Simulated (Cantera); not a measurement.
Feed: 1 mol Fe2O3, 1200 mol H2, held at 13300 Pa.

Method: chemical equilibrium by Gibbs-energy minimisation in Cantera with the NASA 1993 tables (ideal gas, pure condensed phases). Candidate condensed phases: Fe, FeO, Fe(OH)2, Fe(OH)3, Fe2O3, Fe3O4, H2O; 12 gas species. The numbers say what is thermodynamically allowed, not how fast it happens.

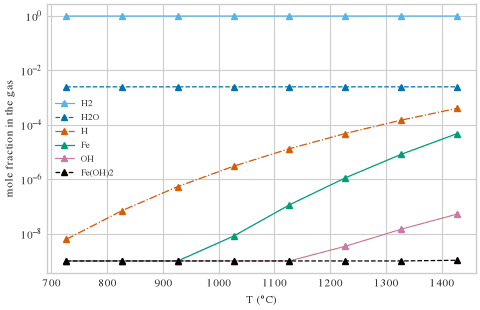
Figure: Equilibrium gas composition (values under 1e-9 drawn at 1e-9)

From 727 °C to 827 °C the condensed part is Fe(α). From 927 °C to 1327 °C the condensed part is Fe(γ). At 1427 °C the condensed part is Fe(δ).
